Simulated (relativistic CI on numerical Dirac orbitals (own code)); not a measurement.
```
atom Mn  Z=25  charge=3  electrons=22
nucleus A=55  rms_radius_fm=3.7057
hamiltonian dirac-coulomb  breit=on  qed=on  c_scale=1
orbitals kli  potential=per-configuration
slater_scale 0.8
correlation none
mixing on
configurations
  [Ar] 3d4
  [He] 2s2 2p5 3s2 3p6 3d5
end
absorption L2,3 T=80 lorentz=0.4 gauss=0.3
crystal_field Oh 10Dq=31500
```

Multiplet model: relativistic Dirac–Coulomb–Breit theory, one configuration a step, Slater integrals scaled by 0.8, 80 K, Voigt broadening (Lorentzian 0.4 eV, Gaussian 0.3 eV full widths), computed with a radial Dirac CI code.

The L₂,₃ X-ray absorption spectrum that results, with the strongest transitions as sticks:

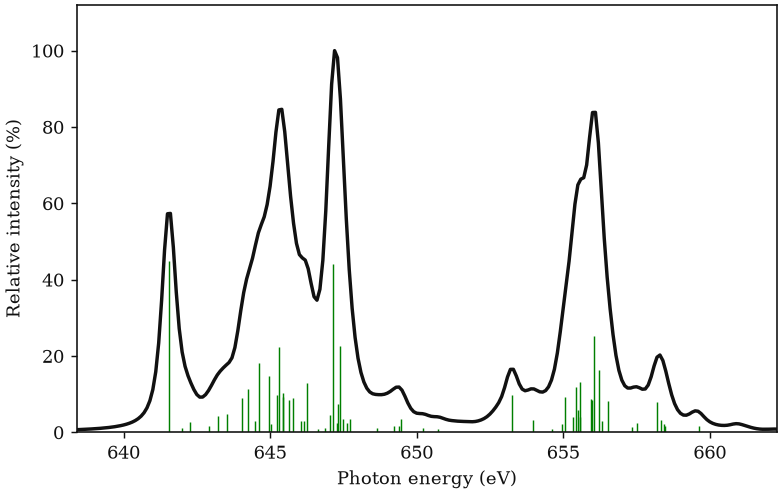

The main maxima lie at 641.6 eV (57), 645.4 eV (85), 647.2 eV (100), 649.4 eV (12), 653.3 eV (17), 656.1 eV (84) and 658.3 eV (20), heights in % of the largest; the centroid is at 649.1 eV. The lower edge holds 0.65 of the intensity (branching ratio, edges parted at 652 eV, split at the minimum of the curve and uncertain by about 0.02), and the core spin-orbit splitting of the orbitals is 10.8 eV. The ground state has S = 1.00.

Caveat: free-ion energies, so absolute edge positions are off by a few eV from solids.
